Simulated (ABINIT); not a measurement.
# A GW chain in ABINIT: SrTiO3 (Tausonite)

Wanted: ground state, empty states, screening and self-energy for SrTiO3 (Tausonite).

Method: PBE and many-body steps on it, plane waves, in ABINIT 10.8.3.

**The experiments to reproduce.**

- Gap 3.77 eV: direct gap (M0 critical point); spectroscopic ellipsometry, second-derivative fit; 300 K; bulk crystal (commercial single crystal) (“Optical probe of ferroelectric order in bulk and thin film perovskite titanates”, 2013, arxiv:1309.1245).

Report form: the programs' logs are mostly left out.

## (1) The structure

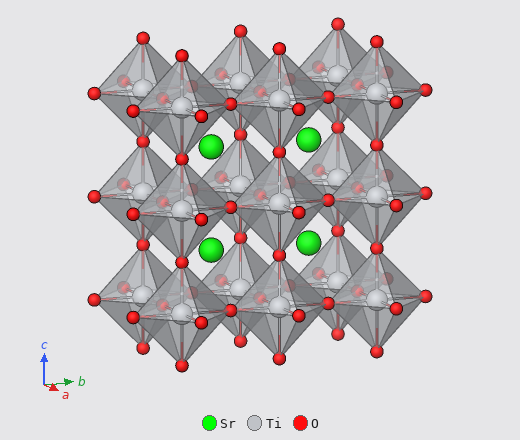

The starting structure, seen slightly off an axis (strontium green, titanium light grey, oxygen red). 1×2×2 cells are drawn. Some periodic images of atoms are drawn too.

Structure file:

```cif
data_structure
_symmetry_space_group_name_H-M 'Pm-3m'
_symmetry_Int_Tables_number 221
_cell_length_a 3.9053
_cell_length_b 3.9053
_cell_length_c 3.9053
_cell_angle_alpha 90.000
_cell_angle_beta 90.000
_cell_angle_gamma 90.000
_cell_volume 59.56
loop_
_atom_site_label
_atom_site_type_symbol
_atom_site_symmetry_multiplicity
_atom_site_Wyckoff_symbol
_atom_site_fract_x
_atom_site_fract_y
_atom_site_fract_z
_atom_site_occupancy
Sr1 Sr 1 b 0.50000 0.50000 0.50000 1
Ti1 Ti 1 a 0.00000 0.00000 0.00000 1
O1 O 3 d 0.50000 0.00000 0.00000 1
```

The cell and positions come from the Crystallography Open Database and are kept as given unless a step says otherwise.

## (2) Ground state

This step: ABINIT 10.8.3; DFT, PBE, plane waves, norm-conserving pseudopotentials.

The ground-state density comes first.

Input file run.abi:

```
acell 3*1.0 Angstrom
rprim 
  3.905280000000 0.000000000000 0.000000000000
  0.000000000000 3.905280000000 0.000000000000
  0.000000000000 0.000000000000 3.905280000000
ntypat 3
znucl 38 22 8
natom 5
typat 1 2 3 3 3
xred 
  0.500000000000 0.500000000000 0.500000000000
  0.000000000000 0.000000000000 0.000000000000
  0.500000000000 0.000000000000 0.000000000000
  0.000000000000 0.500000000000 0.000000000000
  0.000000000000 0.000000000000 0.500000000000
pp_dirpath "pseudos"
pseudos "Sr.upf, Ti.upf, O.upf"
ecut 38
ngkpt 6 6 6
nshiftk 1
shiftk 0 0 0
kptopt 1
chksymbreak 0
nband 26
occopt 1
tolvrs 1e-10
nstep 60
prtwf 0
optforces 0
optstress 0
indata_prefix "in"
outdata_prefix "out"
tmpdata_prefix "tmp"
```

Run with:

```console
OMP_NUM_THREADS=1 mpirun -n 8 abinit run.abi > log
```

Run time: 54 s. Hardware: 8 MPI ranks of Intel Xeon Platinum 8375C at 2.90GHz (Ice Lake), shared host; peak memory 0.74 GiB.

Numbers from this step:

- total energy: -3905.9454 eV
- gap: 1.908 eV
- k of the valence top: 0.5, 0.5, 0.5
- k of the conduction bottom: 0, 0, 0
- least direct gap: 2.263 eV

The gap is indirect, with the least direct gap 0.36 eV higher.

## (3) Empty states on the mesh, 4×4×4 mesh, 184 bands

The sums over transitions need many empty states on a uniform mesh; this step solves for them.

run.abi: that of step 2 with these lines changed.

```diff
@@ -18,3 +18,3 @@
 ecut 38
-ngkpt 6 6 6
+ngkpt 4 4 4
 nshiftk 1
@@ -23,9 +23,10 @@
 chksymbreak 0
-nband 26
+irdden 1
+istwfk *1
+nband 184
+prtvol 0
+optdriver 6
+gwr_task "HDIAGO"
+paral_kgb 0
 occopt 1
-tolvrs 1e-10
-nstep 60
-prtwf 0
-optforces 0
-optstress 0
 indata_prefix "in"
```

Elapsed: 3.7 min, on 8 MPI ranks; peak memory 9.2 GiB.

This step gave:

```yaml
gap: 1.908 eV
k_of_the_valence_top: 0.5, 0.5, 0.5
k_of_the_conduction_bottom: 0, 0, 0
least_direct_gap: 2.263 eV
k_points_computed: 10
lowest_point_of_the_top_converged_band_above_the_valence_top: 95.6501 eV
```

On this mesh the gap is 1.908 eV.

## (4) Screening, 4×4×4 mesh, 176 bands, screening to 163.3 eV

The RPA dielectric matrix is built and inverted for each q.

This step: RPA screening on PBE, plane waves, norm-conserving pseudopotentials.

run.abi: that of step 3 with these lines changed.

```diff
@@ -23,10 +23,11 @@
 chksymbreak 0
-irdden 1
 istwfk *1
-nband 184
-prtvol 0
-optdriver 6
-gwr_task "HDIAGO"
-paral_kgb 0
 occopt 1
+irdwfk 1
+optdriver 3
+nband 176
+ecuteps 6
+inclvkb 2
+awtr 1
+symchi 1
 indata_prefix "in"
```

Elapsed: 2.6 min, on 8 MPI ranks; peak memory 2.4 GiB.

This step gave:

- ε∞ with local fields, on this mesh, along the program's q direction: 6.404
- the same without local fields: 6.775
- plasma frequency: 30.43 eV
- plane waves in the screening matrix: 257

Local fields lower ε∞ by 5 %. On a Γ-centred mesh this coarse the value itself is usually too large, while a short band sum pulls it down.

## (5) Self-energy, 4×4×4 mesh, 176 bands, screening to 163.3 eV

The self-energy is evaluated for the states that the input lists, and the levels follow from it, in one-shot runs by the linearised quasiparticle equation.

This step: G0W0 on PBE, plane waves, norm-conserving pseudopotentials.

run.abi: that of step 4 with these lines changed.

```diff
@@ -26,8 +26,17 @@
 irdwfk 1
-optdriver 3
+optdriver 4
 nband 176
+gwcalctyp 0
+ecutsigx 38
+symsigma 1
+nkptgw 2
+kptgw 
+  0.5000000000 0.5000000000 0.5000000000
+  0.0000000000 0.0000000000 0.0000000000
+bdgw 
+  18 23
+  18 23
 ecuteps 6
-inclvkb 2
-awtr 1
-symchi 1
+irdscr 1
+ppmodel 1
 indata_prefix "in"
```

The job ended after 20 s (8 MPI ranks; peak memory 2.1 GiB; 2.6 min of CPU time).

This step gave:

| Item | Value |
| --- | --- |
| G0W0 gap on the points computed | 3.471 eV |
| starting gap on the mesh | 1.908 eV |
| k of the valence top | 0.5, 0.5, 0.5 |
| k of the conduction bottom | 0, 0, 0 |
| Z at the valence top | 0.769 |
| Z at the conduction bottom | 0.782 |
| least direct G0W0 gap on the computed points | 3.837 eV |

The gap on the mesh goes from 1.91 eV to 3.47 eV, a correction of +1.56 eV.

Limits: finite bands, cutoff and mesh; no spin-orbit coupling; coarse k mesh. v1 is the top filled band, c1 the lowest empty one. Levels before and after the correction, in eV, zero at the valence-band top of each column:

```csv
,conduction bottom,valence top
Kohn-Sham,1.91,0.00
G0W0,3.47,0.00
```

```csv
,level,energy (eV)
Kohn-Sham,(0.5 0.5 0.5) v3-v1,0.000
Kohn-Sham,(0.5 0.5 0.5) c1-c3,4.517
Kohn-Sham,Γ v3-v1,-0.355
Kohn-Sham,Γ c1-c3,1.908
G0W0,(0.5 0.5 0.5) v3-v1,0.000
G0W0,(0.5 0.5 0.5) c1-c3,6.394
G0W0,Γ v3-v1,-0.366
G0W0,Γ c1-c3,3.471
```

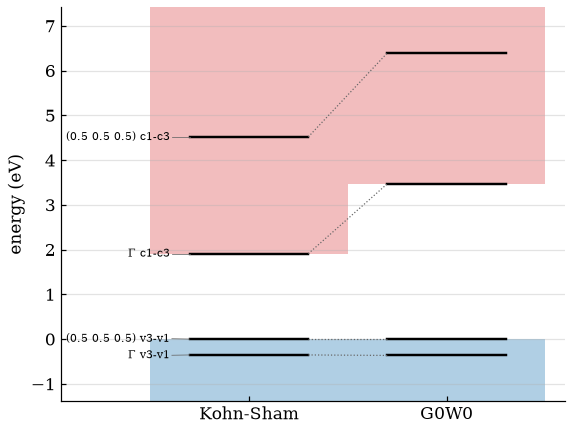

Levels before and after the correction. Shaded: valence and conduction bands.

## (6) Where the time went

Times are wall times on 8 MPI ranks of Intel Xeon Platinum 8375C at 2.90GHz (Ice Lake), shared host, good to a factor of about two.

```csv
step,time,share,memory (GiB)
ground state,54 s,12 %,0.74
empty states on the mesh,3.7 min,49 %,9.2
screening,2.6 min,34 %,2.4
self-energy,20 s,4 %,2.1
```

## (7) Summary of results

```
PBE gap              : 1.91 eV, indirect
G0W0 gap on the mesh : 3.47 eV
GW settings          : 4×4×4 mesh, 176 bands, screening to 163.3 eV, Godby-Needs plasmon pole
known limits         : not at the basis limit; no spin-orbit coupling; coarse k mesh
```

In words: G0W0 moves the gap on the mesh from 1.91 eV to 3.47 eV (+1.56 eV), with Z of 0.77 and 0.78 at the edges. Local fields lower the RPA ε∞ on this mesh from 6.77 to 6.40; a Γ-centred mesh this coarse tends to raise both, most where the direct gap is narrow, while a short band sum lowers them. Only 2 of the mesh's irreducible points were corrected, so a valley elsewhere could overtake. Against experiment, by G0W0@PBE: the direct gap of 3.84 eV lies +0.07 eV from the measured 3.77 eV (direct, 300 K, 2013). An exciton line or allowed optical edge lies below the quasiparticle gap by the binding energy; a forbidden edge can push the onset above it. The calculation has static nuclei and no excitons; a measured gap holds zero-point and thermal motion, which mostly lowers it. Bands and cutoff are finite, so the gap is not at the basis limit. The miss can reach some tenths of an eV and take either sign; the mesh is an error of its own. In the G0W0 run levels were corrected at 2 k points alone, so a gap called «on the mesh» is the least over those, and an edge elsewhere would be missed. The 4×4×4 mesh is coarse for this cell, which bears on the long-range parts of exchange and screening. This is the ideal cubic cell; many perovskites, halides above all, are cubic only on average, and local tilts or off-centring can widen the gap. The many-body steps are scalar-relativistic: spin-orbit coupling is not in them.

[Paths, hosts, dates, memory and timing lines, banners, echoed tables and standing remarks are left out of the program output.]

[Logs are printed without paths, hosts, clocks, repeated set-up lines and the standing remarks that a program may print on its own settings, such as how far it seeks lower states.]

[Runs of the session that timed out or met a known fault of the program may be left out.]

[No measured gap is set beside runs whose start may be inverted or whose files or cutoffs have a known fault.]

[Hosts, paths, dates, database ids (printed as entryN), source tags and the programs' standing remarks are cut or masked in the printed files.]

[G0W0 gaps are taken among the corrected bands and points alone; a level outside them can change the order at an edge.]

[Where Ansatz stands beside ABINIT at settings called matched, ABINIT's density can come from a denser mesh and the files from another edition; pairs whose starting gaps differed by over 0.03 eV were left out, so agreement reads better than it is.]
